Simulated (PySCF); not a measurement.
**Geometry relaxation, with input and output: C$_{5}$H$_{14}$Ti (part 2 of 2)**

The same run, continued: C$_{5}$H$_{14}$Ti; PBE0-D3(BJ)/def2-SVP geometry optimisation, gas phase (PySCF 2.14.0). It belongs to a series of runs on one base structure; here: one ligand: Me to Et.

Geometry of the input (Å):
```
Ti -0.0481  0.1497  -0.4033
C  -0.1872  0.2846  1.6411
C  0.4175  -0.9975  2.1370
H  -1.1072  0.3669  2.0207
H  0.3805  1.1480  2.0124
H  0.4930  -1.0110  3.2515
H  -0.0558  -1.8735  1.8224
H  1.5591  -1.0539  1.7926
C  1.8475  0.2516  -1.0274
H  1.9060  0.4881  -2.1254
H  2.3041  -0.7588  -0.9281
H  2.4699  0.9783  -0.5081
C  -1.1545  1.9591  -1.1200
H  -1.1420  1.9776  -2.1700
H  -0.5706  2.8033  -0.7306
H  -2.1125  2.0047  -0.7094
C  -1.1055  -1.4128  -1.1282
H  -2.0949  -1.5656  -0.5699
H  -0.5209  -2.3864  -0.9756
H  -1.4159  -1.3384  -2.1822
```

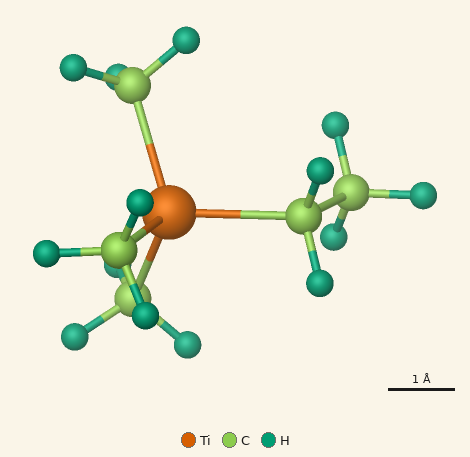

Figure 1. The geometry at step 18 of the log (ball-and-stick view, seen at a tilt).

Trajectory as extended XYZ, continued
```
20
Properties=species:S:1:pos:R:3:forces:R:3 step=10 energy=-28509.08478
Ti   -0.1388    0.2566   -0.4295    0.0054  -0.0094  -0.0115
C    -0.1258    0.2540    1.6277   -0.0279   0.0046   0.0181
C     0.4923   -1.0184    2.1941    0.0087   0.0395  -0.0047
H    -1.1715    0.3982    1.9621    0.0180  -0.0099  -0.0063
H     0.4387    1.1579    1.9282    0.0032   0.0014  -0.0093
H     0.5597   -0.9984    3.2961   -0.0092  -0.0149   0.0023
H    -0.0925   -1.9129    1.9251    0.0008  -0.0018   0.0023
H     1.5182   -1.1756    1.8210    0.0002  -0.0083  -0.0007
C     1.8154    0.2611   -1.0850   -0.0096  -0.0050   0.0064
H     1.8682    0.5907   -2.1372    0.0025   0.0030  -0.0007
H     2.2418   -0.7545   -1.0062    0.0002  -0.0009  -0.0088
H     2.4180    0.9488   -0.4656   -0.0001  -0.0004   0.0011
C    -1.1076    1.9387   -1.1200   -0.0018   0.0060  -0.0021
H    -1.1658    1.9314   -2.2223    0.0026  -0.0017   0.0024
H    -0.5574    2.8409   -0.7984   -0.0026  -0.0001   0.0013
H    -2.1322    1.9797   -0.7097    0.0031   0.0002   0.0035
C    -1.1153   -1.4363   -1.0843    0.0252   0.0000   0.0043
H    -2.0034   -1.6170   -0.4529   -0.0021  -0.0040   0.0007
H    -0.4412   -2.3079   -1.0102   -0.0045  -0.0024  -0.0009
H    -1.4385   -1.3230   -2.1336   -0.0121   0.0041   0.0027
20
Properties=species:S:1:pos:R:3:forces:R:3 step=11 energy=-28509.08500
Ti   -0.1397    0.2542   -0.4335   -0.0038  -0.0037  -0.0072
C    -0.1213    0.2549    1.6238   -0.0152   0.0104   0.0031
C     0.5000   -1.0117    2.1982    0.0018   0.0236  -0.0014
H    -1.1672    0.3982    1.9564    0.0071  -0.0059   0.0012
H     0.4407    1.1629    1.9166    0.0017   0.0001  -0.0033
H     0.5650   -0.9863    3.3004   -0.0032  -0.0087   0.0003
H    -0.0829   -1.9089    1.9342    0.0021  -0.0040  -0.0017
H     1.5265   -1.1696    1.8270    0.0000  -0.0041   0.0013
C     1.8130    0.2613   -1.0931   -0.0119  -0.0129   0.0112
H     1.8685    0.5996   -2.1423    0.0021   0.0043  -0.0012
H     2.2339   -0.7572   -1.0223    0.0033   0.0011  -0.0110
H     2.4182    0.9401   -0.4665    0.0014   0.0014  -0.0003
C    -1.1147    1.9357   -1.1170    0.0014   0.0124  -0.0155
H    -1.1760    1.9292   -2.2192    0.0043  -0.0038   0.0023
H    -0.5629    2.8379   -0.7978   -0.0031  -0.0015   0.0041
H    -2.1385    1.9785   -0.7051    0.0030  -0.0037   0.0099
C    -1.1168   -1.4410   -1.0816    0.0390   0.0049   0.0153
H    -1.9934   -1.6277   -0.4360   -0.0055  -0.0066  -0.0036
H    -0.4344   -2.3068   -1.0168   -0.0093  -0.0059  -0.0044
H    -1.4554   -1.3291   -2.1259   -0.0151   0.0026   0.0012
20
Properties=species:S:1:pos:R:3:forces:R:3 step=13 energy=-28509.08546
Ti   -0.1422    0.2469   -0.4425   -0.0178   0.0032   0.0101
C    -0.1109    0.2623    1.6144    0.0176   0.0168  -0.0230
C     0.5213   -0.9890    2.2070   -0.0100  -0.0286   0.0006
H    -1.1570    0.4003    1.9457   -0.0175   0.0086   0.0127
H     0.4437    1.1810    1.8878   -0.0028  -0.0024   0.0115
H     0.5812   -0.9526    3.3092    0.0073   0.0095  -0.0031
H    -0.0543   -1.8942    1.9533    0.0045  -0.0025  -0.0066
H     1.5493   -1.1463    1.8398    0.0022   0.0103   0.0033
C     1.8050    0.2605   -1.1167    0.0017  -0.0176   0.0079
H     1.8618    0.6262   -2.1567   -0.0053   0.0077   0.0009
H     2.2169   -0.7635   -1.0758    0.0045   0.0038  -0.0063
H     2.4186    0.9161   -0.4739    0.0024  -0.0004   0.0001
C    -1.1326    1.9264   -1.1098    0.0157   0.0087  -0.0288
H    -1.2037    1.9202   -2.2114   -0.0029  -0.0003   0.0004
H    -0.5777    2.8288   -0.7963   -0.0019  -0.0019   0.0047
H    -2.1517    1.9688   -0.6873   -0.0014  -0.0082   0.0093
C    -1.1175   -1.4571   -1.0683    0.0173  -0.0019   0.0227
H    -1.9627   -1.6616   -0.3869   -0.0020  -0.0032  -0.0026
H    -0.4207   -2.3133   -1.0366   -0.0069  -0.0045  -0.0121
H    -1.5047   -1.3457   -2.0957   -0.0047   0.0027  -0.0016
20
Properties=species:S:1:pos:R:3:forces:R:3 step=14 energy=-28509.08586
Ti   -0.1444    0.2409   -0.4479   -0.0185   0.0029   0.0215
C    -0.1035    0.2707    1.6086    0.0267   0.0177  -0.0255
C     0.5385   -0.9700    2.2115   -0.0128  -0.0500  -0.0047
H    -1.1496    0.4043    1.9415   -0.0208   0.0131   0.0129
H     0.4456    1.1963    1.8701   -0.0048  -0.0030   0.0162
H     0.5962   -0.9262    3.3136    0.0100   0.0157  -0.0032
H    -0.0295   -1.8819    1.9637    0.0052   0.0010  -0.0056
H     1.5678   -1.1229    1.8463    0.0035   0.0160   0.0039
C     1.7981    0.2586   -1.1344    0.0141  -0.0120   0.0029
H     1.8518    0.6483   -2.1658   -0.0100   0.0084   0.0027
H     2.2058   -0.7678   -1.1205    0.0020   0.0035  -0.0017
H     2.4191    0.8964   -0.4805    0.0012  -0.0034   0.0015
C    -1.1453    1.9178   -1.1066    0.0237  -0.0028  -0.0299
H    -1.2256    1.9108   -2.2076   -0.0098   0.0047  -0.0003
H    -0.5891    2.8208   -0.7974   -0.0014  -0.0005   0.0028
H    -2.1599    1.9569   -0.6733   -0.0042  -0.0072   0.0031
C    -1.1177   -1.4708   -1.0547   -0.0137  -0.0114   0.0174
H    -1.9380   -1.6891   -0.3472    0.0042   0.0011   0.0015
H    -0.4143   -2.3221   -1.0535    0.0000   0.0007  -0.0131
H    -1.5438   -1.3570   -2.0665    0.0057   0.0054  -0.0025
20
Properties=species:S:1:pos:R:3:forces:R:3 step=15 energy=-28509.08665
Ti   -0.1480    0.2319   -0.4543   -0.0131   0.0006   0.0329
C    -0.0925    0.2845    1.6013    0.0256   0.0175  -0.0170
C     0.5649   -0.9422    2.2160   -0.0104  -0.0569  -0.0143
H    -1.1382    0.4117    1.9385   -0.0142   0.0119   0.0079
H     0.4486    1.2185    1.8486   -0.0059  -0.0031   0.0163
H     0.6211   -0.8877    3.3176    0.0098   0.0160  -0.0019
H     0.0096   -1.8640    1.9756    0.0048   0.0049  -0.0019
H     1.5963   -1.0850    1.8526    0.0034   0.0173   0.0041
C     1.7876    0.2550   -1.1585    0.0252  -0.0004  -0.0016
H     1.8342    0.6818   -2.1757   -0.0129   0.0071   0.0043
H     2.1896   -0.7733   -1.1865   -0.0023   0.0013   0.0020
H     2.4198    0.8656   -0.4893   -0.0010  -0.0071   0.0030
C    -1.1634    1.9035   -1.1052    0.0284  -0.0197  -0.0287
H    -1.2589    1.8949   -2.2048   -0.0159   0.0099  -0.0004
H    -0.6063    2.8082   -0.8032   -0.0012   0.0020  -0.0001
H    -2.1710    1.9366   -0.6555   -0.0063  -0.0033  -0.0049
C    -1.1194   -1.4907   -1.0324   -0.0502  -0.0200   0.0083
H    -1.9006   -1.7289   -0.2876    0.0116   0.0050   0.0059
H    -0.4094   -2.3350   -1.0796    0.0091   0.0076  -0.0109
H    -1.6016   -1.3711   -2.0183    0.0157   0.0094  -0.0031
20
Properties=species:S:1:pos:R:3:forces:R:3 step=16 energy=-28509.08857
Ti   -0.1547    0.2174   -0.4623   -0.0002  -0.0036   0.0423
C    -0.0740    0.3066    1.5910    0.0125   0.0147   0.0026
C     0.6091   -0.8989    2.2201   -0.0021  -0.0416  -0.0257
H    -1.1185    0.4239    1.9374    0.0016   0.0037  -0.0019
H     0.4545    1.2526    1.8190   -0.0049  -0.0020   0.0101
H     0.6649   -0.8281    3.3207    0.0062   0.0078   0.0011
H     0.0750   -1.8360    1.9909    0.0025   0.0078   0.0040
H     1.6433   -1.0219    1.8577    0.0028   0.0114   0.0027
C     1.7702    0.2483   -1.1941    0.0303   0.0167  -0.0031
H     1.8047    0.7353   -2.1846   -0.0122   0.0031   0.0045
H     2.1609   -0.7799   -1.2899   -0.0073  -0.0024   0.0033
H     2.4204    0.8129   -0.5018   -0.0035  -0.0105   0.0039
C    -1.1918    1.8783   -1.1072    0.0256  -0.0374  -0.0265
H    -1.3128    1.8660   -2.2041   -0.0177   0.0125   0.0004
H    -0.6350    2.7872   -0.8182   -0.0015   0.0051  -0.0032
H    -2.1884    1.9022   -0.6324   -0.0074   0.0031  -0.0126
C    -1.1248   -1.5206   -0.9945   -0.0823  -0.0226  -0.0013
H    -1.8385   -1.7891   -0.1941    0.0174   0.0065   0.0084
H    -0.4099   -2.3520   -1.1214    0.0185   0.0145  -0.0059
H    -1.6921   -1.3902   -1.9332    0.0217   0.0132  -0.0030
20
Properties=species:S:1:pos:R:3:forces:R:3 step=17 energy=-28509.09207
Ti   -0.1654    0.1965   -0.4711    0.0167  -0.0036   0.0453
C    -0.0449    0.3380    1.5774   -0.0083   0.0076   0.0270
C     0.6766   -0.8374    2.2220    0.0110  -0.0015  -0.0327
H    -1.0867    0.4401    1.9393    0.0205  -0.0097  -0.0131
H     0.4644    1.3000    1.7794   -0.0019  -0.0001  -0.0015
H     0.7345   -0.7445    3.3207    0.0005  -0.0082   0.0049
H     0.1738   -1.7952    2.0088   -0.0011   0.0078   0.0102
H     1.7133   -0.9293    1.8577    0.0002  -0.0022   0.0004
C     1.7434    0.2383   -1.2423    0.0242   0.0330   0.0009
H     1.7626    0.8106   -2.1867   -0.0069  -0.0036   0.0020
H     2.1121   -0.7838   -1.4364   -0.0104  -0.0070   0.0018
H     2.4201    0.7303   -0.5204   -0.0050  -0.0114   0.0026
C    -1.2339    1.8385   -1.1144    0.0113  -0.0476  -0.0203
H    -1.3921    1.8183   -2.2062   -0.0113   0.0087   0.0013
H    -0.6793    2.7554   -0.8476   -0.0021   0.0069  -0.0057
H    -2.2144    1.8520   -0.6062   -0.0064   0.0103  -0.0167
C    -1.1361   -1.5600   -0.9364   -0.0951  -0.0126  -0.0124
H    -1.7410   -1.8705   -0.0647    0.0190   0.0026   0.0070
H    -0.4266   -2.3694   -1.1800    0.0252   0.0176   0.0001
H    -1.8179   -1.4141   -1.7934    0.0198   0.0130  -0.0013
20
Properties=species:S:1:pos:R:3:forces:R:3 step=18 energy=-28509.09387
Ti   -0.1729    0.1855   -0.4728    0.0228  -0.0004   0.0423
C    -0.0247    0.3554    1.5719   -0.0214   0.0002   0.0354
C     0.7209   -0.8033    2.2207    0.0171   0.0362  -0.0279
H    -1.0637    0.4473    1.9455    0.0259  -0.0167  -0.0161
H     0.4729    1.3261    1.7606    0.0011   0.0008  -0.0094
H     0.7828   -0.6992    3.3181   -0.0029  -0.0194   0.0057
H     0.2361   -1.7722    2.0172   -0.0042   0.0035   0.0105
H     1.7575   -0.8760    1.8523   -0.0006  -0.0125  -0.0029
C     1.7262    0.2330   -1.2666    0.0103   0.0271   0.0050
H     1.7385    0.8543   -2.1797    0.0001  -0.0057  -0.0014
H     2.0774   -0.7825   -1.5184   -0.0085  -0.0067  -0.0023
H     2.4186    0.6779   -0.5294   -0.0026  -0.0081   0.0012
C    -1.2604    1.8119   -1.1241   -0.0059  -0.0354  -0.0121
H    -1.4393    1.7826   -2.2125    0.0003   0.0004   0.0003
H    -0.7100    2.7361   -0.8742   -0.0019   0.0057  -0.0056
H    -2.2327    1.8220   -0.5999   -0.0025   0.0113  -0.0125
C    -1.1471   -1.5784   -0.8998   -0.0720   0.0038  -0.0188
H    -1.6819   -1.9150    0.0070    0.0132  -0.0035   0.0019
H    -0.4459   -2.3705   -1.2140    0.0213   0.0130   0.0041
H    -1.8897   -1.4211   -1.7026    0.0102   0.0064   0.0027
20
Properties=species:S:1:pos:R:3:forces:R:3 step=19 energy=-28509.09466
Ti   -0.1829    0.1755   -0.4699    0.0186   0.0064   0.0314
C     0.0030    0.3746    1.5698   -0.0296  -0.0084   0.0310
C     0.7783   -0.7658    2.2172    0.0213   0.0717  -0.0138
H    -1.0312    0.4518    1.9593    0.0179  -0.0177  -0.0115
H     0.4863    1.3551    1.7431    0.0037   0.0020  -0.0145
H     0.8489   -0.6524    3.3133   -0.0043  -0.0258   0.0036
H     0.3123   -1.7458    2.0254   -0.0072  -0.0056   0.0054
H     1.8128   -0.8176    1.8397   -0.0025  -0.0210  -0.0066
C     1.7047    0.2274   -1.2903   -0.0137   0.0019   0.0059
H     1.7133    0.9032   -2.1637    0.0097  -0.0047  -0.0047
H     2.0287   -0.7786   -1.6085   -0.0026  -0.0016  -0.0078
H     2.4164    0.6113   -0.5378    0.0028  -0.0014  -0.0014
C    -1.2941    1.7780   -1.1399   -0.0269  -0.0010   0.0023
H    -1.4928    1.7301   -2.2242    0.0186  -0.0132  -0.0022
H    -0.7518    2.7136   -0.9154   -0.0009   0.0016  -0.0048
H    -2.2595    1.7887   -0.6027    0.0047   0.0074  -0.0020
C    -1.1662   -1.5927   -0.8556   -0.0042   0.0281  -0.0219
H    -1.6136   -1.9642    0.0835   -0.0044  -0.0123  -0.0044
H    -0.4778   -2.3581   -1.2536    0.0065   0.0004   0.0072
H    -1.9725   -1.4199   -1.5903   -0.0075  -0.0068   0.0087
20
Properties=species:S:1:pos:R:3:forces:R:3 step=20 energy=-28509.09486
Ti   -0.1868    0.1743   -0.4646    0.0103   0.0065   0.0192
C     0.0140    0.3819    1.5728   -0.0226  -0.0081   0.0170
C     0.8014   -0.7530    2.2146    0.0172   0.0565  -0.0050
H    -1.0175    0.4514    1.9697    0.0046  -0.0102  -0.0037
H     0.4919    1.3661    1.7394    0.0028   0.0015  -0.0091
H     0.8786   -0.6411    3.3106   -0.0017  -0.0171   0.0009
H     0.3391   -1.7356    2.0265   -0.0057  -0.0071   0.0016
H     1.8333   -0.8000    1.8298   -0.0023  -0.0166  -0.0060
C     1.6961    0.2247   -1.2966   -0.0206  -0.0100   0.0020
H     1.7057    0.9183   -2.1557    0.0109  -0.0020  -0.0038
H     2.0066   -0.7778   -1.6385   -0.0001   0.0003  -0.0065
H     2.4166    0.5843   -0.5406    0.0050   0.0013  -0.0022
C    -1.3066    1.7655   -1.1469   -0.0272   0.0171   0.0111
H    -1.5077    1.7040   -2.2300    0.0217  -0.0167  -0.0034
H    -0.7691    2.7069   -0.9354    0.0004  -0.0009  -0.0047
H    -2.2715    1.7793   -0.6087    0.0056   0.0032   0.0013
C    -1.1755   -1.5932   -0.8389    0.0268   0.0312  -0.0158
H    -1.5920   -1.9809    0.1075   -0.0104  -0.0126  -0.0052
H    -0.4918   -2.3467   -1.2671   -0.0019  -0.0049   0.0051
H    -2.0023   -1.4141   -1.5485   -0.0127  -0.0114   0.0074
20
Properties=species:S:1:pos:R:3:forces:R:3 step=21 energy=-28509.09526
Ti   -0.1894    0.1771   -0.4562   -0.0026   0.0033   0.0034
C     0.0199    0.3871    1.5800   -0.0083  -0.0030  -0.0045
C     0.8160   -0.7469    2.2116    0.0076   0.0119   0.0022
H    -1.0089    0.4491    1.9831   -0.0098   0.0014   0.0057
H     0.4950    1.3734    1.7422    0.0002   0.0000   0.0019
H     0.9018   -0.6422    3.3077    0.0037   0.0005  -0.0020
H     0.3522   -1.7293    2.0246   -0.0018  -0.0043  -0.0018
H     1.8443   -0.7944    1.8171   -0.0017  -0.0040  -0.0028
C     1.6898    0.2216   -1.2975   -0.0166  -0.0142  -0.0055
H     1.7027    0.9230   -2.1503    0.0072   0.0014   0.0000
H     1.9883   -0.7802   -1.6521    0.0006   0.0008  -0.0015
H     2.4183    0.5658   -0.5422    0.0051   0.0019  -0.0018
C    -1.3131    1.7599   -1.1515   -0.0129   0.0265   0.0192
H    -1.5077    1.6808   -2.2347    0.0152  -0.0138  -0.0035
H    -0.7795    2.7063   -0.9522    0.0017  -0.0026  -0.0051
H    -2.2802    1.7790   -0.6178    0.0028  -0.0016   0.0002
C    -1.1828   -1.5879   -0.8294    0.0368   0.0186  -0.0035
H    -1.5852   -1.9896    0.1172   -0.0089  -0.0064  -0.0028
H    -0.4997   -2.3328   -1.2737   -0.0076  -0.0062  -0.0001
H    -2.0193   -1.4057   -1.5264   -0.0103  -0.0103   0.0023
20
Properties=species:S:1:pos:R:3:forces:R:3 step=22 energy=-28509.09520
Ti   -0.1920    0.1777   -0.4521   -0.0082   0.0026  -0.0010
C     0.0240    0.3929    1.5829   -0.0017  -0.0010  -0.0129
C     0.8286   -0.7376    2.2091   -0.0013  -0.0161   0.0037
H    -1.0030    0.4495    1.9910   -0.0104   0.0053   0.0073
H     0.4955    1.3816    1.7407   -0.0015  -0.0001   0.0066
H     0.9200   -0.6356    3.3050    0.0072   0.0099  -0.0026
H     0.3667   -1.7215    2.0240    0.0009  -0.0004  -0.0018
H     1.8545   -0.7830    1.8081   -0.0006   0.0037   0.0002
C     1.6827    0.2176   -1.3035   -0.0056  -0.0082  -0.0089
H     1.6989    0.9287   -2.1482    0.0019   0.0018   0.0020
H     1.9703   -0.7824   -1.6722   -0.0003  -0.0004   0.0019
H     2.4194    0.5459   -0.5487    0.0027   0.0002  -0.0010
C    -1.3193    1.7562   -1.1512    0.0019   0.0202   0.0202
H    -1.5109    1.6642   -2.2341    0.0058  -0.0077  -0.0033
H    -0.7870    2.7050   -0.9613    0.0012  -0.0019  -0.0050
H    -2.2865    1.7782   -0.6183   -0.0008  -0.0021  -0.0034
C    -1.1857   -1.5883   -0.8198    0.0215   0.0014   0.0020
H    -1.5706   -2.0011    0.1295   -0.0030   0.0004   0.0000
H    -0.5073   -2.3270   -1.2813   -0.0062  -0.0029  -0.0025
H    -2.0361   -1.4069   -1.5002   -0.0035  -0.0047  -0.0014
20
Properties=species:S:1:pos:R:3:forces:R:3 step=23 energy=-28509.09522
Ti   -0.1938    0.1789   -0.4502   -0.0060  -0.0004  -0.0006
C     0.0244    0.3949    1.5844   -0.0015  -0.0004  -0.0100
C     0.8328   -0.7343    2.2081   -0.0077  -0.0234   0.0017
H    -1.0020    0.4495    1.9949   -0.0038   0.0038   0.0043
H     0.4946    1.3844    1.7417   -0.0019   0.0001   0.0058
H     0.9272   -0.6329    3.3038    0.0082   0.0114  -0.0018
H     0.3716   -1.7189    2.0241    0.0017   0.0020  -0.0008
H     1.8573   -0.7787    1.8039    0.0008   0.0061   0.0014
C     1.6788    0.2145   -1.3067    0.0030  -0.0004  -0.0070
H     1.6975    0.9287   -2.1488   -0.0018   0.0009   0.0020
H     1.9602   -0.7855   -1.6800   -0.0015  -0.0009   0.0026
H     2.4197    0.5360   -0.5532    0.0002  -0.0014  -0.0002
C    -1.3204    1.7579   -1.1494    0.0102   0.0083   0.0142
H    -1.5084    1.6583   -2.2323   -0.0013  -0.0015  -0.0022
H    -0.7873    2.7071   -0.9643    0.0004  -0.0003  -0.0037
H    -2.2884    1.7824   -0.6183   -0.0027  -0.0005  -0.0051
C    -1.1858   -1.5882   -0.8166    0.0026  -0.0093   0.0020
H    -1.5647   -2.0055    0.1333    0.0019   0.0044   0.0021
H    -0.5092   -2.3249   -1.2840   -0.0025   0.0006  -0.0022
H    -2.0417   -1.4095   -1.4910    0.0015   0.0009  -0.0023
20
Properties=species:S:1:pos:R:3:forces:R:3 step=24 energy=-28509.09525
Ti   -0.1948    0.1795   -0.4495   -0.0027  -0.0014   0.0000
C     0.0237    0.3953    1.5850   -0.0038  -0.0019  -0.0027
C     0.8337   -0.7337    2.2078   -0.0067  -0.0151  -0.0005
H    -1.0024    0.4494    1.9967    0.0017   0.0009   0.0004
H     0.4934    1.3848    1.7434   -0.0015   0.0002   0.0025
H     0.9298   -0.6313    3.3031    0.0067   0.0081  -0.0009
H     0.3734   -1.7187    2.0244    0.0010   0.0022   0.0002
H     1.8578   -0.7766    1.8021    0.0008   0.0037   0.0014
C     1.6768    0.2124   -1.3084    0.0052   0.0035  -0.0026
H     1.6965    0.9275   -2.1497   -0.0025  -0.0002   0.0008
H     1.9550   -0.7881   -1.6829   -0.0017  -0.0011   0.0013
H     2.4198    0.5311   -0.5557   -0.0007  -0.0017   0.0002
C    -1.3193    1.7601   -1.1482    0.0101   0.0001   0.0060
H    -1.5056    1.6571   -2.2312   -0.0031   0.0015  -0.0009
H    -0.7850    2.7090   -0.9654   -0.0001   0.0007  -0.0018
H    -2.2881    1.7866   -0.6188   -0.0023   0.0010  -0.0039
C    -1.1858   -1.5884   -0.8156   -0.0059  -0.0097  -0.0003
H    -1.5628   -2.0061    0.1350    0.0029   0.0044   0.0024
H    -0.5102   -2.3249   -1.2846    0.0001   0.0016  -0.0005
H    -2.0434   -1.4109   -1.4882    0.0024   0.0031  -0.0010
```

Results in brief

```tsv
quantity	value
outcome	converged
total energy	−1047.689935 hartree
dipole moment	0.32 D
point group	C1
hardware	1 CPU thread, shared host
wall time	5.4 min
peak memory	0.73 GiB
```
